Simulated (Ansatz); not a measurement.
# Al2ClH3N (charge −1): what the fields show

```xyz
7

N    -2.2783    0.5222    0.1237
Al   -0.7895   -0.1677   -0.4105
Al   -0.8042   -1.7569   -2.4053
Cl    1.2770    0.1185    0.4239
H    -2.3209    1.1550    0.9274
H    -2.1071   -2.1495   -3.2888
H     0.4661   -2.5613   -3.0224
```

Theory: RKS B3LYP-D4/6-31G* (Ansatz).

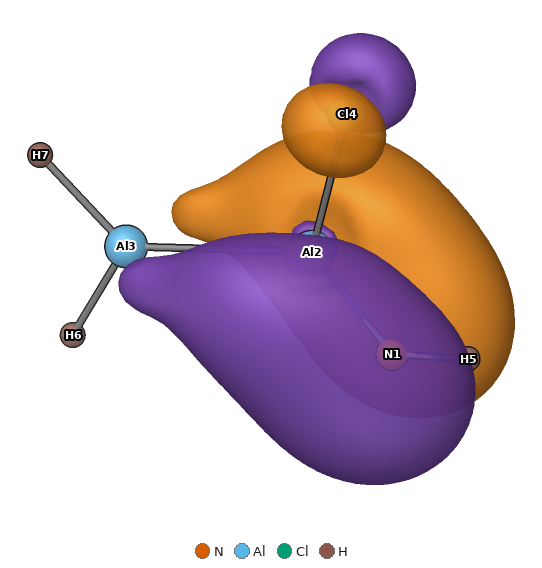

Figure 1. The HOMO at ±0.06 Å⁻³ᐟ² (orange and purple are the two phases), seen at an oblique angle.

Question: Where does this orbital lie, and at what energy?

Answer: By Hirshfeld shares it lies mainly on N1 (about 65 %) and Al2 (about 25 %); it changes sign across the molecular plane (π type); π-bonding across N1–Al2. Its energy is −0.97 eV.

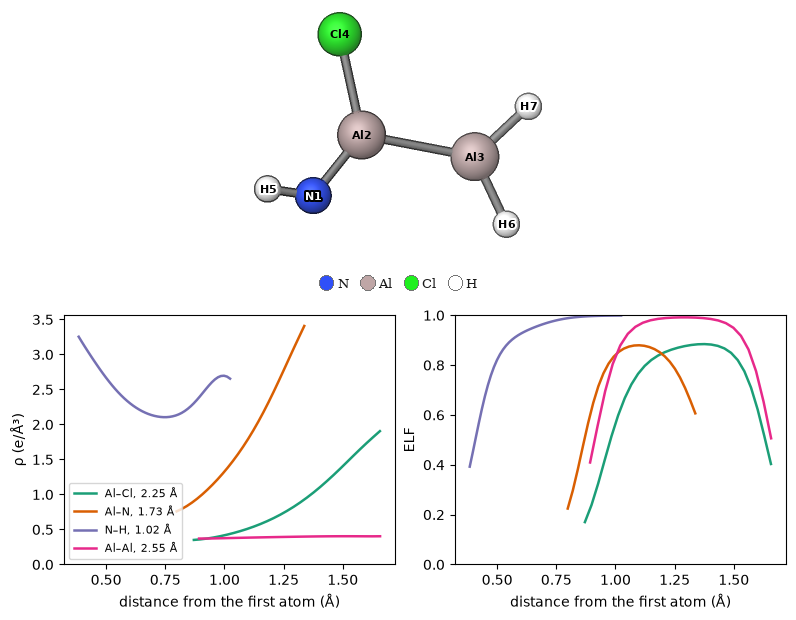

Figure 2. Electron density and ELF along straight lines between neighbouring atoms. The curves leave out the atomic cores. The structure is drawn too.

Question: What can be read from the curves?

Answer: Al–Cl (2.25 Å): ρ is about 0.54 e/Å³ halfway; the ELF peaks at about 0.90 in the valence shell of Cl, 0.9 Å from its nucleus, and is about 0.80 at the midpoint.
Al–N (1.73 Å): the density is about 0.88 e/Å³ at the midpoint; the ELF peaks at about 0.90 in the valence shell of N, 0.6 Å from its nucleus, and is about 0.50 at the midpoint.
N–H (1.02 Å): the density is about 2.6 e/Å³ at the midpoint; the ELF climbs to about 1 towards the hydrogen, as it does in any bond to H: a covalent bond by its length.
Al–Al (2.55 Å): ρ is about 0.4 e/Å³ halfway; the ELF peaks at about 1 between the atoms: a covalent bond.

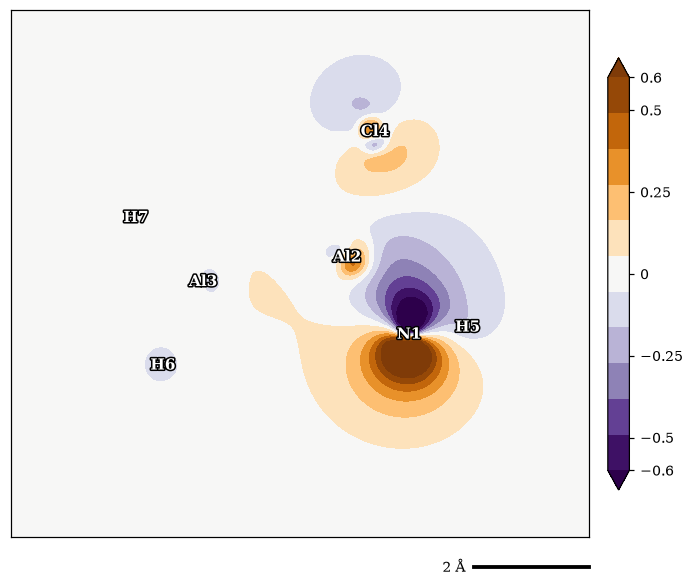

Figure 3. The HOMO−1 on the molecular plane (values in Å⁻³ᐟ²; the overall sign is arbitrary).

Question: Describe this orbital and give its energy.

Answer: It lies mainly on N1 (about 75 %) and Al2 (about 15 %); it is symmetric in the molecular plane (an in-plane orbital: σ, lone-pair or in-plane π type); largely a lone pair of N1. Its energy is −1.30 eV.
